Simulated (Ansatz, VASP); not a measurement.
## KTlSO: VASP beside Ansatz

Aim: how closely do two programs agree when they are given the same cell, functional and k mesh? The structure shown is the end of the Ansatz relaxation below.

Calculated with Ansatz 0.2.0; plane waves, with VASP 6.6.1 beside it; single point at PBE.

The structure was built from a prototype and need not be the compound's stable phase.

## Step 1: The starting structure

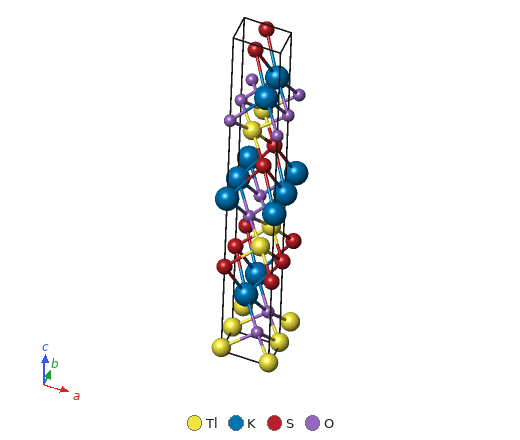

The starting structure, seen slightly off an axis (thallium yellow, potassium blue, sulfur red, oxygen purple). 1×2×1 cells are drawn. This picture shows the conventional cell, with its axes. Bonds to atoms that aren't drawn are left out. Some periodic images of atoms are drawn too.

Structure file:

```cif
data_structure
_symmetry_space_group_name_H-M 'P 1'
_symmetry_Int_Tables_number 1
_cell_length_a 7.1424
_cell_length_b 7.1424
_cell_length_c 7.1424
_cell_angle_alpha 30.747
_cell_angle_beta 30.747
_cell_angle_gamma 30.747
_cell_volume 84.45
loop_
_atom_site_label
_atom_site_type_symbol
_atom_site_fract_x
_atom_site_fract_y
_atom_site_fract_z
_atom_site_occupancy
Tl1 Tl 0.01011 0.01011 0.01011 1
K2 K 0.48569 0.48569 0.48569 1
S3 S 0.26856 0.26856 0.26856 1
O4 O 0.73563 0.73563 0.73563 1
```

## Step 2: Ansatz: relaxation, PBE

Ansatz runs on its default PAW (the set named soft_2) files.

This run makes the geometry at which the two programs are then compared.

Input file input.yaml:

```yaml
crystal:
  lattice:
    - [1.8530316297, 1.0698483102, 6.5484663]
    - [-1.8530316297, 1.0698483102, 6.5484663]
    - [0.0, -2.1396966204, 6.5484663]
  atoms:
    - { symbol: Tl, position: [0.0, 0.0, 0.0] }
    - { symbol: K, position: [0.5, 0.5, 0.5] }
    - { symbol: S, position: [0.26791574, 0.26791574, 0.26791574] }
    - { symbol: O, position: [0.73208426, 0.73208426, 0.73208426] }
kpoints:
  mp_grid: { grid: [7, 7, 7] }
scf:
  occupations: { method: fermi_dirac, width: 0.05 }
hamiltonian:
  xc: pbe
output:
  forces: true
  stress: true
relax:
  f_tol: 0.02
  max_steps: 50
  cell: {}
```

The run is started by

```bash
$ ansatz run input.yaml --threads 1 --pin off --max-ram 4096MiB --backend cpu --events-out ev --progress --plain --runs-dir out
```

Numbers of over 12 decimals in the logs are rounded to 6 here.

Log:

```text
basis.fft_grid_basis auto: the FFT boxes are laid along the combinations [[1, 0, -1], [0, 1, -1], [0, 0, 1]] of the cell's own vectors, 3.706, 3.706 and 6.889 Å long. The dense box has 25×25×48 points. Along the cell's own vectors, as sized, it would have 48×48×48, 3.69 times as many. Of the 6 symmetry operations that the crystal satisfies within crystal.symmetry.tolerance (time reversal apart; of a slab, those that  [...]
Engine: ansatz 0.2.0, aarch64-unknown-linux-gnu
Pseudopotentials: kind: paw
Pseudopotential: Tl, paw, valence charge 13, recommended cutoff 420 eV (normal), Tl.paw.azcp
Pseudopotential: K, paw, valence charge 9, recommended cutoff 420 eV (normal), K.paw.azcp
Pseudopotential: S, paw, valence charge 6, recommended cutoff 420 eV (normal), S.paw.azcp
Pseudopotential: O, paw, valence charge 6, recommended cutoff 420 eV (normal), O.paw.azcp
Functional definition: PBE
  parameter kappa = 0.804
  parameter beta = 0.066725
  exchange = pbe_x(kappa = kappa, mu = beta*pi^2/3)
  correlation = pbe_c(beta = beta)
Crystal: 4 atoms, lattice volume = 77.893 Å³
Basis set: ecut = 420 eV, 1533 PW (Γ), FFT grids on a1−a3, a2−a3, a3, exchange–correlation on 50×50×96 points (8 copies of the dense FFT grid, shifted against one another)
Bands: 21, of which v1, the nominal top of the filled ones, is band 17 counted from 1 (16 counted from 0)
Symmetry: 6 space group operations
Space group: R3m (ITA 160), of the structure as read, at distance tolerance 4.3e-5 Å
k-points: 44 of 343 (time reversal used)
Non-local potential: Tl, projectors of the file, l = 0: 2, l = 1: 2, l = 2: 2, l = 3: 1
Non-local potential: K, projectors of the file, l = 0: 3, l = 1: 2, l = 2: 2
Non-local potential: S, projectors of the file, l = 0: 2, l = 1: 2, l = 2: 2
Non-local potential: O, projectors of the file, l = 0: 2, l = 1: 2, l = 2: 1
PAW form: soft (Blöchl's): semilocal exchange-correlation on the pseudo side does not see the compensation charge
PAW one-centre angular grid: Tl, 590 points (default); XC on 64 Gauss nodes
PAW one-centre angular grid: K, 110 points (default); XC on 64 Gauss nodes
PAW one-centre angular grid: S, 110 points (default); XC on 64 Gauss nodes
PAW one-centre angular grid: O, 110 points (default); XC on 64 Gauss nodes
Initial density: superposition of atomic densities (neutral atoms: chi_scale 0, normalization atom), corrected by the library's trained network
Initial wavefunctions: pseudopotential atomic-orbital guess
Functional: x = pbe(κ = 0.804, μ = 0.219515), c = pbe(β = 0.066725)
SCF iter   1: F=—  HF=-14451.152951 eV  |F-HF|=—  |Δ(HF+E_count)|=         —  Δρ=3.52e-3  dr2=1.15e-2  ethr=1.77e-3  ⟨swp⟩=6.5  Hψ=5160  notcnv=0
preconditioner: auto → Resta (q_TF=auto, 2.376 Å⁻¹)  ε∞=4.3  [insulator: Δε(μ)=1.125 eV  Ē_g=13.111 eV  σ=0.050 eV  W_gap=1.00  n_scr=22 (ndim 8)  ℏωp=23.8 eV  f_vac=0.035  D(μ)=0.00/eV (n_scr^D=0)  ε∞_Penn≈4.3]
SCF iter   2: F=—  HF=-14451.149429 eV  |F-HF|=—  |Δ(HF+E_count)|=   3.52e-3  Δρ=1.72e-3  dr2=2.29e-3  ethr=3.37e-5  ⟨swp⟩=1.3  Hψ=1327  notcnv=0
SCF iter   3: F=—  HF=-14451.148895 eV  |F-HF|=—  |Δ(HF+E_count)|=   5.34e-4  Δρ=3.28e-4  dr2=1.25e-4  ethr=6.74e-6  ⟨swp⟩=2.0  Hψ=1146  notcnv=0
SCF iter   4: F=—  HF=-14451.148898 eV  |F-HF|=—  |Δ(HF+E_count)|=   2.42e-6  Δρ=3.29e-4  dr2=9.15e-5  ethr=3.67e-7  ⟨swp⟩=2.0  Hψ=1628  notcnv=0
SCF iter   5: F=—  HF=-14451.148879 eV  |F-HF|=—  |Δ(HF+E_count)|=   1.84e-5  Δρ=1.12e-4  dr2=1.04e-5  ethr=2.69e-7  ⟨swp⟩=2.0  Hψ=1500  notcnv=0
SCF iter   6: F=—  HF=-14451.148880 eV  |F-HF|=—  |Δ(HF+E_count)|=   1.23e-6  Δρ=2.71e-5  dr2=6.35e-7  ethr=3.07e-8  ⟨swp⟩=2.0  Hψ=1122  notcnv=0
SCF iter   7: F=-14451.148881 eV  HF=-14451.148881 eV  |F-HF|=3.21e-8  |Δ(HF+E_count)|=   5.29e-7  Δρ=4.49e-6  dr2=1.92e-8  ethr=2.94e-10  ⟨swp⟩=4.6  Hψ=3406  notcnv=0
SCF 1 converged in 7 iterations: F = -14451.148881 eV  dr2 = 1.92e-8
  greatest PAW one-centre occupation: 0.988 electrons in one spin orbital (limit 2), on the K atom at site 1 (counted from 0), in its partial waves of l = 0
relax step   1: F+E_penalty+E_count = -14451.14888098 eV  Δ(F+E_penalty+E_count) = +0.000e0 eV  max|allowed force component| = 3.060e0 eV/Å  Δτ_max = 0.0000 Å  P = +8.318 GPa  Ω = 77.893 Å³  (7 SCF iters, dr2 threshold 1.00e-7 eV, accepted)
[...]
relax step   7: F+E_penalty+E_count = -14451.78028126 eV  Δ(F+E_penalty+E_count) = -1.002e-2 eV  max|allowed force component| = 2.691e-3 eV/Å  Δτ_max = 0.0000 Å  P = +0.173 GPa  Ω = 84.127 Å³  stress off target by 2.22e-1 GPa  SCF on the basis re-selected at this cell (its energy is not comparable with the rows above)  (7 SCF iters)
[...]
relax step   8: F+E_penalty+E_count = -14451.78018004 eV  Δ(F+E_penalty+E_count) = +1.012e-4 eV  max|allowed force component| = 5.256e-3 eV/Å  Δτ_max = 0.0033 Å  P = +0.032 GPa  Ω = 84.408 Å³  energy of the carried Pulay correction = -2.965e-4 eV  (6 SCF iters, dr2 threshold 1.23e-7 eV, accepted)
[...]
relax step   9: F+E_penalty+E_count = -14451.78014026 eV  Δ(F+E_penalty+E_count) = +3.978e-5 eV  max|allowed force component| = 2.592e-4 eV/Å  Δτ_max = 0.0002 Å  P = +0.001 GPa  Ω = 84.451 Å³  energy of the carried Pulay correction = -3.446e-4 eV  (5 SCF iters, dr2 threshold 7.17e-9 eV, accepted)
[...]
relax step  10: F+E_penalty+E_count = -14451.78044927 eV  Δ(F+E_penalty+E_count) = -3.090e-4 eV  max|allowed force component| = 2.335e-4 eV/Å  Δτ_max = 0.0000 Å  P = +0.004 GPa  Ω = 84.451 Å³  stress off target by 8.97e-3 GPa  SCF on the basis re-selected at this cell (its energy is not comparable with the rows above)  (6 SCF iters)
basis re-selected at this cell: Δ(F+E_penalty+E_count) = -3.090e-4 eV, ΔP = +0.003 GPa vs the last step (what re-selecting the basis moved, of the pressure what is left beyond the Pulay correction that the steps carried, after the strain that the cell walked since its last selection, with what the two solves' SCF thresholds leave and, on support functions, any second-order correction that the steps lacked; it is no m [...]
SCF converged after 6 iterations
Free energy (F): -14451.780449 eV
Harris-Foulkes:  -14451.780449 eV  (|F-HF|=3.64e-12)
Internal energy: -14451.779613 eV  (E = F + TS)
E sigma→0 (E₀):  -14451.780031 eV
Entropy (-TS):   -0.000836 eV (-0.209 meV/atom)
Fermi energy:    6.621235 eV
--- Per-component energies (eV) ---
  E_band       = -99.845030
  E_kinetic    = 872.633680
  E_local      = -2129.415642  (includes V_loc(G=0)·N_el)
  E_nonlocal   = 407.979377
  E_hartree    = 793.844879
  E_xc         = -533.600053
  E_vxc        = -485.013279  (∫ρ·V_xc dr)
  E_paw        = -11711.697024  (= ΣΔE_a)
  E_vpaw       = -353.721302  (= ΣTr[D̂ρ^β])
  E_aug_tail   = 0.002371  (compensation charges beyond the density's cutoff)
  E_ewald      = -2151.527201
  E_smearing   = -0.000836  (= −TS)
  E_closure    = 0.000000  (closes the sum)
  Σ components = -14451.780449   (vs F -14451.780449, Δ=0.00e0)
--- Forces (eV/Å), atoms counted from 1 ---
  atom   1  Tl     0.00000000     0.00000000    -0.00008866
  atom   2  K     -0.00000000    -0.00000000     0.00013748
  atom   3  S      0.00000000     0.00000000    -0.00023329
  atom   4  O     -0.00000000    -0.00000000     0.00018525
  max |Σ_I F_I| component: 7.77e-7 eV/Å
--- Stress (GPa, compression-positive) ---
        0.001126       0.000000      -0.000000
        0.000000       0.001126       0.000000
       -0.000000       0.000000       0.008969
  P = ⅓ Tr σ = 0.0037 GPa (0.037 kbar)
--- Relaxed structure (8 steps of the walk, 8 accepted, 2 SCFs on fresh bases) ---
  F+E_penalty+E_count = -14451.78044927 eV   max|allowed force component| = 2.335e-4 eV/Å   (the final SCF, on the basis selected at the relaxed cell)
  cell:  # Å, volume = 84.4514 Å³
    - [1.893520, 1.093224, 6.799490]
    - [-1.893520, 1.093224, 6.799490]
    - [-1.458487322403094e-17, -2.186449, 6.799490]
  atoms:
    - { symbol: Tl, position: [0.010111, 0.010111, 0.010111] }
    - { symbol: K, position: [0.485694, 0.485694, 0.485694] }
    - { symbol: S, position: [0.268564, 0.268564, 0.268564] }
    - { symbol: O, position: [0.735631, 0.735631, 0.735631] }
```

## Step 3: VASP: single point, PBE

The same cell, functional, mesh and smearing now go to VASP, with its own data sets and cutoff.

Lines of VASP's logs that name or quote its potential files are left out, and so is its time.

Input file INCAR:

```
SYSTEM = KTlSO
PREC = Accurate
ENCUT = 520
EDIFF = 1E-06
NELM = 100
ISMEAR = -1
SIGMA = 0.05
LREAL = .FALSE.
ALGO = Normal
GGA = PE
NBANDS = 23
LORBIT = 11
LWAVE = .FALSE.
LCHARG = .FALSE.
KPAR = 2
ISIF = 2
```

Input file POSCAR:

```
KTlSO
1.0
    1.8935200837      1.0932243300      6.7994899036
   -1.8935200837      1.0932243300      6.7994899036
    0.0000000000     -2.1864486601      6.7994899036
Tl K S O
1 1 1 1
Direct
    0.0101109647      0.0101109647      0.0101109647
    0.4856943671      0.4856943671      0.4856943671
    0.2685637084      0.2685637084      0.2685637084
    0.7356309597      0.7356309597      0.7356309597
```

Input file KPOINTS:

```
Automatic mesh
0
Gamma
7 7 7
0 0 0
```

The projector-augmented-wave data sets are Tl_d, K_sv, S and O (PBE family, release 64).

The run is started by

```bash
$ mpirun -np 2 vasp_std
```

Log:

```text
[banner, memory and clock lines left out]
running    2 mpi-ranks, on    1 nodes
 distrk:  each k-point on    1 cores,    2 groups
 distr:  one band on    1 cores,    1 groups

 POSCAR found type information on POSCAR TlK S O
 POSCAR found :  4 types and       4 ions
 LDA part: xc-table for (Slater+PW92), standard interpolation
 POSCAR, INCAR and KPOINTS ok, starting setup
 FFT: planning ... GRIDC
 FFT: planning ... GRID_SOFT
 FFT: planning ... GRID
 WAVECAR not read
 entering main loop
       N       E                     dE             d eps       ncg     rms          rms(c)
DAV:   1     0.221498636167E+03    0.22150E+03   -0.17186E+04  2024   0.136E+03
DAV:   2    -0.429805519465E+01   -0.22580E+03   -0.21824E+03  2406   0.340E+02
DAV:   3    -0.176233913491E+02   -0.13325E+02   -0.13243E+02  3192   0.717E+01
DAV:   4    -0.179453043069E+02   -0.32191E+00   -0.32161E+00  2833   0.878E+00
DAV:   5    -0.179515137948E+02   -0.62095E-02   -0.62093E-02  2917   0.101E+00    0.129E+01
DAV:   6    -0.157275328976E+02    0.22240E+01   -0.12163E+01  2283   0.267E+01    0.117E+01
DAV:   7    -0.152080614556E+02    0.51947E+00   -0.21039E+00  2262   0.979E+00    0.654E+00
DAV:   8    -0.151895701342E+02    0.18491E-01   -0.50190E-01  2220   0.433E+00    0.193E+00
DAV:   9    -0.151901250740E+02   -0.55494E-03   -0.38208E-02  2894   0.139E+00    0.418E-01
DAV:  10    -0.151895958870E+02    0.52919E-03   -0.41439E-03  2499   0.522E-01    0.153E-01
DAV:  11    -0.151897646616E+02   -0.16877E-03   -0.85431E-04  2528   0.189E-01    0.665E-02
DAV:  12    -0.151898465777E+02   -0.81916E-04   -0.13137E-04  2472   0.710E-02    0.252E-02
DAV:  13    -0.151898854708E+02   -0.38893E-04   -0.54096E-05  2374   0.431E-02    0.899E-03
DAV:  14    -0.151898886433E+02   -0.31725E-05   -0.62706E-06  2488   0.158E-02    0.298E-03
DAV:  15    -0.151898888764E+02   -0.23301E-06   -0.45091E-07  1817   0.428E-03
   1 F= -.15189889E+02 E0= -.15189450E+02  d E =-.876941E-03
```

Parts of OUTCAR (step 3):

```text
ion  position               nearest neighbor table
   1  0.010  0.010  0.010-   4 2.49   4 2.49   4 2.49   3 2.67   3 2.67   3 2.67   2 3.63   2 3.63
                             2 3.63
   2  0.486  0.486  0.486-   4 2.77   4 2.77   4 2.77   3 3.22   3 3.22   3 3.22   1 3.63   1 3.63
                             1 3.63
   3  0.269  0.269  0.269-   1 2.67   1 2.67   1 2.67   2 3.22   2 3.22   2 3.22
   4  0.736  0.736  0.736-   1 2.49   1 2.49   1 2.49   2 2.77   2 2.77   2 2.77

  LATTYP: Found a trigonal (rhomboedric) cell.
 ALAT       =     7.1423820041
 COS(alpha) =     0.8594329021

 Subroutine GETGRP returns: Found  6 space group operations
 (whereof  6 operations were pure point group operations)

The static configuration has the point symmetry C_3v.

 Found     44 irreducible k-points:

   k-points           NKPTS =     44   k-points in BZ     NKDIM =     44   number of bands    NBANDS=     23

   dimension x,y,z NGX =    54 NGY =   54 NGZ =   54
   dimension x,y,z NGXF=   108 NGYF=  108 NGZF=  108

   ENCUT  =  520.0 eV  38.22 Ry    6.18 a.u.  13.28 13.28 13.28*2*pi/ulx,y,z

   NELECT =      34.0000    total number of electrons

 k-points in reciprocal lattice and weights: Automatic mesh
   0.00000000  0.00000000  0.00000000       0.003
   0.14285714 -0.00000000 -0.00000000       0.017
   0.28571429 -0.00000000  0.00000000       0.017
   0.42857143 -0.00000000  0.00000000       0.017
   0.14285714  0.14285714 -0.00000000       0.017
   0.28571429  0.14285714  0.00000000       0.035
   0.42857143  0.14285714  0.00000000       0.035
  -0.42857143  0.14285714  0.00000000       0.035
  -0.28571429  0.14285714  0.00000000       0.035
[...]
0.42857143  0.42857143  0.42857143       0.006
  -0.42857143  0.42857143  0.42857143       0.017

 average (electrostatic) potential at core
       1 -85.5374       2 -33.4745       3 -87.3268       4 -71.0396

 E-fermi :   3.1208

 k-point     1 :       0.0000    0.0000    0.0000
  band No.  band energies     occupation
    ...
     14       1.6391      2.00000
     15       2.0353      2.00000
     16       2.9046      1.97383
     17       2.9046      1.97383
     18       3.1400      0.80987
     19       7.2562      0.00000
     20       8.3569      0.00000
     21      10.4266      0.00000
     22      10.4266      0.00000
     23      10.7760      0.00000

 k-point     2 :       0.1429   -0.0000   -0.0000
  band No.  band energies     occupation
    ...
     13       1.1317      2.00000
     14       1.5111      2.00000
     15       2.0057      2.00000
     16       2.1478      2.00000
     17       2.8099      1.99602
     18       3.9329      0.00000
     19       7.7160      0.00000
     20       8.4719      0.00000
     21       9.3736      0.00000
     22      10.4694      0.00000
    ...

 k-point     3 :       0.2857   -0.0000    0.0000
  band No.  band energies     occupation
    ...
     13       0.4846      2.00000
     14       1.1720      2.00000
     15       1.1875      2.00000
     16       2.0418      2.00000
     17       2.6719      1.99975
     18       4.5832      0.00000
     19       7.6062      0.00000
     20       8.3096      0.00000
     21       9.9761      0.00000
     22      10.2951      0.00000
    ...

  Total        0.0077385      0.0077385      0.0303323      0.0000000     -0.0000000      0.0000000
  in kB        0.1468114      0.1468114      0.5754530      0.0000000     -0.0000000      0.0000000
  external PRESSURE =       0.2896919 kB  Pullay stress =       0.0000000 kB

  energy-cutoff  :      520.00
  volume of cell :       84.45
      direct lattice vectors                 reciprocal lattice vectors
     1.893520084  1.093224330  6.799489904     0.264058461  0.152454224  0.049023285
    -1.893520084  1.093224330  6.799489904    -0.264058461  0.152454224  0.049023285
     0.000000000 -2.186448660  6.799489904     0.000000000 -0.304908448  0.049023285

 POSITION                                       TOTAL-FORCE (eV/Angst)
 -----------------------------------------------------------------------------------
      0.00000     -0.00000      0.20625         0.000000      0.000000     -0.021445
      0.00000     -0.00000      9.90742         0.000000     -0.000000      0.010348
      0.00000     -0.00000      5.47829         0.000000     -0.000000      0.010064
      0.00000     -0.00000     15.00575         0.000000     -0.000000      0.001033
 -----------------------------------------------------------------------------------
    total drift:                                0.000000      0.000000     -0.000414

  FREE ENERGIE OF THE ION-ELECTRON SYSTEM (eV)
  ---------------------------------------------------
  free  energy   TOTEN  =       -15.1898888764 eV

  energy  without entropy=      -15.1890119351  energy(sigma->0) =      -15.18945041

 total charge
# of ion       s       p       d       tot
------------------------------------------
    1        0.871   0.447   9.760  11.079
    2        1.963   5.584   0.037   7.584
    3        1.350   2.367   0.000   3.717
    4        1.577   3.277   0.000   4.854
--------------------------------------------------
tot          5.761  11.675   9.797  27.234

[... 3 further parts left out ...]
```

The run ends at a pressure of 0.03 GPa, with forces up to 0.021 eV/Å.

## Step 4: Differences

Known differences besides the PAW data sets themselves: the cutoff is 420 eV in Ansatz and 520 eV in VASP; VASP leaves aspherical gradient terms in its spheres out (LASPH is not set), Ansatz keeps them; Ansatz's pressure holds a Pulay correction, VASP's none. Total energies have different zeros and are not compared.

The two programs side by side:

| quantity | Ansatz | VASP | difference |
| --- | --- | --- | --- |
| pressure (GPa) | 0.00 | 0.03 | -0.03 |
| gap on the k mesh (eV) | 0.199 | 0.190 | +0.009 |

At this near-relaxed geometry the largest component of a force difference is 21 meV/Å.

## Step 5: What moves the difference

How far does this hang on the set-up? Further runs change one program's set-up at a time, as the table lists.

| run | difference in gap on the k mesh (eV) |
| --- | --- |
| as above | 0.0093 |
| VASP with the data sets Tl_d_GW, K_sv_GW, S_GW and O_GW and a cutoff of 670 eV | 0.0048 |
| VASP with the data sets Tl_d, K_sv, S_h and O_h and a cutoff of 1230 eV | 0.0092 |

## Step 6: Outcome

```yaml
difference_in_gap_on_the_k_mesh_single_point_pbe: 0.0093 eV
r_m_s_force_difference_single_point_pbe: 7.5 meV/Å
```

In words: The r.m.s. force difference is 7.5 meV/Å (single point, PBE), within the 12 meV/Å picked in this series as the mark of a large difference. For single point, PBE: VASP with the data sets Tl_d_GW, K_sv_GW, S_GW and O_GW and a cutoff of 670 eV cuts the difference in gap on the k mesh from 0.0093 to 0.0048 eV; whether that points to the cause isn't shown. Differences of this kind measure data sets and numerical settings, not the functional's error against experiment.

[Lines on the potential files, build, host, timing and source positions are cut from VASP's logs without a mark.]

[Logs are printed without paths, hosts, clocks, repeated set-up lines and the standing remarks that a program may print on its own settings, such as how far it seeks lower states.]

[Hosts, paths, dates, database ids (printed as entryN), source tags and the programs' standing remarks are cut or masked in the printed files.]
